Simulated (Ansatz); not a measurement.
# U-wB97X/cc-pVDZ run of HS (SMILES [SH])

Aim: the electronic atomisation energy of HS at U-wB97X/cc-pVDZ, from 3 runs. 

The results are computed with Ansatz 0.2.0.

55 further runs of the same task are left out: 2 that didn't finish, 53 set aside as unsound or not needed.

## Step 1: The system as given

The species is HS (2 atoms), meant as a doublet with charge 0. As SMILES, `[SH]`. The coordinates come from a GFN2-xTB relaxation.

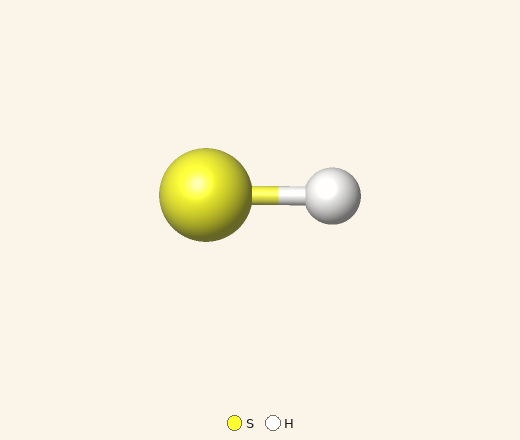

Viewed from a chosen angle; sulfur yellow, hydrogen white.

## Step 2: The energy at U-wB97X/cc-pVDZ

Contents of molecule.yaml:

```yaml
basis:
  gaussian: {orbitals: cc-pVDZ}
crystal:
  periodic: [false, false, false]
  atoms:
    - symbol: S
      position_ang: [0.568010, -0.185670, 0.292090]
    - symbol: H
      position_ang: [-0.568010, 0.185670, -0.292090]
magnetization: {spin_polarized: true, initial_magnetization: 1}
hamiltonian: {xc: {name: wB97X}}
accuracy: high
```

Started as:

```bash
ansatz run molecule.yaml --threads 1 --pin off --max-ram 2610MiB --events-out events.jsonl --progress --plain --runs-dir runs
```

The program printed:

```text
Warning: RAYON_NUM_THREADS=1 ignored (pool sized by the plan → 1); use --threads N
Functional definition: wB97X
  name "wB97X"
  parameter omega = 0.3/bohr
  parameter cx = 0.157706
  parameter cx1 = 0.726479
  parameter cx2 = 1.04760
  parameter cx3 = -5.70635
  parameter cx4 = 13.2794
  parameter css1 = -4.33879
  parameter css2 = 18.2308
  parameter css3 = -31.7430
  parameter css4 = 17.2901
  parameter cos1 = 2.37031
  parameter cos2 = -11.3995
  parameter cos3 = 6.58405
  parameter cos4 = -3.78132
  exchange = spin_sum(e_x_unif_sr(omega)*poly(b97_u_x, 1 - cx, cx1, cx2, cx3, cx4)) + cx*exact_x_sr(omega)
      + exact_x_lr(omega)
  correlation = spin_sum(e_c_pw_same_spin*poly(b97_u_same, 1, css1, css2, css3, css4))
      + integral(e_c_pw_opposite_spin*poly(b97_u_opposite, 1, cos1, cos2, cos3, cos4))
415 factors; integrals over basis functions are off by at most 3.0e-9 eV
120 factors; integrals over basis functions are off by at most 1.5e-9 eV
mean field evaluation 1: about -10850.0253 eV, gradient 4.7e0 eV
mean field evaluation 2: about -10850.1776 eV, gradient 1.8e0 eV
mean field evaluation 4: about -10850.1957 eV, gradient 3.8e-1 eV
mean field evaluation 8: about -10850.2204 eV, gradient 1.8e-2 eV
mean field evaluation 16: about -10850.2204 eV, gradient 7.4e-6 eV
mean field -10850.22044948 eV, -398.7382469748 hartree, gradient 2.2e-8 eV, S^2 0.753177; 0 other end points of the search recorded, 0 dependent functions left out
reference -10850.22044813 eV, -398.7382469252 hartree; 9, 8 occupied and 14, 15 virtual orbitals, 415 factors
Total energy: -10850.22044813 eV, -398.7382469252 hartree
```

Wall time 5.4 s (1 thread of Arm Neoverse V2, shared host); peak memory 0.21 GiB.

## Step 3: The H atom, same level

Contents of in.yaml:

```yaml
crystal:
  periodic: [false, false, false]
  atoms:
    - symbol: H
      position_ang: [0.000000, 0.000000, 0.000000]
basis:
  gaussian:
    orbitals: cc-pVDZ
magnetization:
  spin_polarized: true
  initial_magnetization: 1
hamiltonian:
  xc: {name: wB97X}
accuracy: high
```

Run the same way, it converges to -0.50060 Eh (log not shown).

## Step 4: The S atom

Contents of input.yaml:

```yaml
crystal:
  periodic: [false, false, false]
  atoms:
    - symbol: S
      position_ang: [0.000000, 0.000000, 0.000000]
basis:
  gaussian:
    orbitals: cc-pVDZ
magnetization:
  spin_polarized: true
  initial_magnetization: 2
hamiltonian:
  xc: {name: wB97X}
accuracy: high
```

Started as:

```bash
ansatz run input.yaml --threads 1 --pin off --max-ram 2610MiB --events-out events.jsonl --progress --plain --runs-dir runs
```

The program printed (excerpt; [...] marks lines left out):

```text
Warning: RAYON_NUM_THREADS=1 ignored (pool sized by the plan → 1); use --threads N
[... 2 set-up lines as earlier in the session ...]
[...]
      + exact_x_lr(omega)
[...]
      + integral(e_c_pw_opposite_spin*poly(b97_u_opposite, 1, cos1, cos2, cos3, cos4))
142 factors; integrals over basis functions are off by at most 3.0e-9 eV
60 factors; integrals over basis functions are off by at most 5.9e-10 eV
[...]
mean field -10832.90518367 eV, -398.1019226928 hartree, gradient 5.0e-8 eV, S^2 2.003194; 0 other end points of the search recorded, 0 dependent functions left out
reference -10832.90518290 eV, -398.1019226646 hartree; 9, 7 occupied and 9, 11 virtual orbitals, 142 factors
Total energy: -10832.90518290 eV, -398.1019226646 hartree
```

Wall time 2.4 s (1 thread of Arm Neoverse V2, shared host); peak memory 0.17 GiB.

## Step 5: Outcome

At U-wB97X/cc-pVDZ:

| quantity | value |
| --- | --- |
| molecule: total energy | -398.73825 Eh |
| molecule: ⟨S²⟩ | 0.753 |
| H atom: total energy | -0.50060 Eh |
| H atom: ⟨S²⟩ | 0.750 |
| S atom: total energy | -398.10192 Eh |
| S atom: ⟨S²⟩ | 2.003 |
| electronic atomisation energy | 3.693 eV |

In words: Taking the molecule apart into free atoms costs 3.69 eV (85 kcal/mol), before zero-point energy and without spin-orbit coupling.
